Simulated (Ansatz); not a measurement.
**PH2 (SMILES [PH2]) at UPBE/cc-pVTZ**

What is the energy change on altering one bond length of PH2 at UPBE/cc-pVTZ? 

The calculation is run with Ansatz 0.2.0.

28 further runs of the same task are left out: 28 set aside as unsound or not needed.

## Step 1: Starting point

PH2 has 3 atoms, charge 0, and is taken as a doublet. As SMILES, `[PH2]`. Geometry: relaxed at PBE0-D4/def2-TZVP.

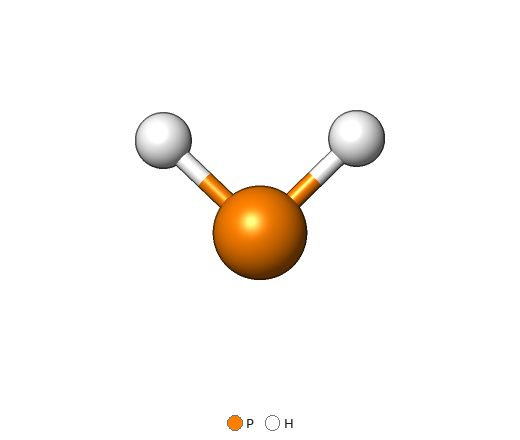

Viewed from a chosen angle; phosphorus orange, hydrogen white.

## Step 2: The energy at UPBE/cc-pVTZ

run.yaml

```yaml
crystal:
  periodic: [false, false, false]
  atoms:
    - {symbol: P, position_ang: [0.525730, -0.309370, 0.258210]}
    - {symbol: H, position_ang: [0.114640, 1.051490, 0.176750]}
    - {symbol: H, position_ang: [-0.640370, -0.742120, -0.434970]}
basis:
  gaussian:
    orbitals: cc-pVTZ
magnetization:
  spin_polarized: true
  initial_magnetization: 1
hamiltonian:
  xc: pbe
accuracy: high
output: {orbitals: {seedname: orbitals}}
```

On the command line:

```console
$ ansatz run run.yaml --threads 1 --pin off --max-ram 3480MiB --events-out events.jsonl --progress --plain --runs-dir runs
```

Standard output:

```text
Warning: RAYON_NUM_THREADS=1 ignored (pool sized by the plan → 1); use --threads N
Functional definition: PBE
  name "PBE"
  parameter kappa = 0.804
  parameter beta = 0.06672455060314922
  exchange = pbe_x(kappa = kappa, mu = beta*pi^2/3)
  correlation = pbe_c(beta = beta)
954 factors; integrals over basis functions are off by at most 3.7e-9 eV
mean field evaluation 1: about -9315.2369 eV, gradient 9.1e0 eV
mean field evaluation 2: about -9315.5800 eV, gradient 6.4e0 eV
mean field evaluation 4: about -9315.8675 eV, gradient 2.1e-1 eV
mean field evaluation 8: about -9315.8654 eV, gradient 1.3e-3 eV
mean field evaluation 16: about -9315.8654 eV, gradient 4.9e-7 eV
mean field -9315.86538228 eV, -342.3517382784 hartree, gradient 1.8e-8 eV, S^2 0.755118; 0 other end points of the search recorded, 0 dependent functions left out
reference -9315.86538475 eV, -342.3517383693 hartree; 9, 8 occupied and 53, 54 virtual orbitals, 954 factors
Total energy: -9315.86538475 eV, -342.3517383693 hartree
```

Wall time 2.1 s (1 thread of Arm Neoverse V1, shared host); peak memory 0.13 GiB.

## Step 3: The distorted shape, same level

molecule.yaml

```yaml
crystal:
  periodic: [false, false, false]
  atoms:
    - {symbol: P, position_ang: [1.019026, -1.942362, 0.355960]}
    - {symbol: H, position_ang: [0.114640, 1.051490, 0.176750]}
    - {symbol: H, position_ang: [-0.147074, -2.375112, -0.337220]}
basis:
  gaussian:
    orbitals: cc-pVTZ
magnetization:
  spin_polarized: true
  initial_magnetization: 1
hamiltonian:
  xc: pbe
accuracy: high
output:
  orbitals: {seedname: orbitals}
```

On the command line:

```console
$ ansatz run molecule.yaml --threads 1 --pin off --max-ram 3480MiB --events-out events.jsonl --progress --plain --runs-dir runs
```

Standard output:

```text
Warning: RAYON_NUM_THREADS=1 ignored (pool sized by the plan → 1); use --threads N
Functional definition: PBE
  name "PBE"
  parameter kappa = 0.804
  parameter beta = 0.06672455060314922
  exchange = pbe_x(kappa = kappa, mu = beta*pi^2/3)
  correlation = pbe_c(beta = beta)
836 factors; integrals over basis functions are off by at most 4.0e-9 eV
mean field evaluation 1: about -9311.3446 eV, gradient 7.5e0 eV
mean field evaluation 2: about -9304.0315 eV, gradient 1.8e1 eV
mean field evaluation 4: about -9311.8441 eV, gradient 3.9e0 eV
mean field evaluation 8: about -9311.8381 eV, gradient 3.9e0 eV
mean field evaluation 16: about -9312.5487 eV, gradient 4.0e-8 eV
mean field evaluation 32: about -9312.5487 eV, gradient 1.1e-4 eV
mean field evaluation 64: about -9312.2130 eV, gradient 2.4e-1 eV
mean field -9312.54872256 eV, -342.2298532820 hartree, gradient 3.9e-8 eV, S^2 1.643291; 6 other end points of the search recorded, 0 dependent functions left out
reference -9312.54872555 eV, -342.2298533916 hartree; 9, 8 occupied and 53, 54 virtual orbitals, 836 factors
Total energy: -9312.54872555 eV, -342.2298533916 hartree
```

Run time: 6.6 s. Hardware: 1 thread of Arm Neoverse V1, shared host; peak memory 0.12 GiB.

## Step 4: What came out

Level: UPBE/cc-pVTZ.

```
                                                         quantity          value
                                        first shape: total energy  -342.35174 Eh
                  first shape: HOMO energy (highest over α and β)       -6.00 eV
                   first shape: LUMO energy (lowest over α and β)       -4.13 eV
                                                first shape: ⟨S²⟩          0.755
                                    distorted shape: total energy  -342.22985 Eh
              distorted shape: HOMO energy (highest over α and β)       -6.16 eV
               distorted shape: LUMO energy (lowest over α and β)       -3.95 eV
                                            distorted shape: ⟨S²⟩          1.643
energy change with the P1–H2 bond stretched from 1.424 to 3.133 Å       3.317 eV
```

With the P1–H2 bond stretched from 1.424 to 3.133 Å the energy rises by 3.32 eV (76 kcal/mol). The first shape isn't relaxed at this level, so the change isn't measured from a minimum. ⟨S²⟩ (distorted shape) is 1.64 where a pure doublet has 0.75: the reference is spin-contaminated.
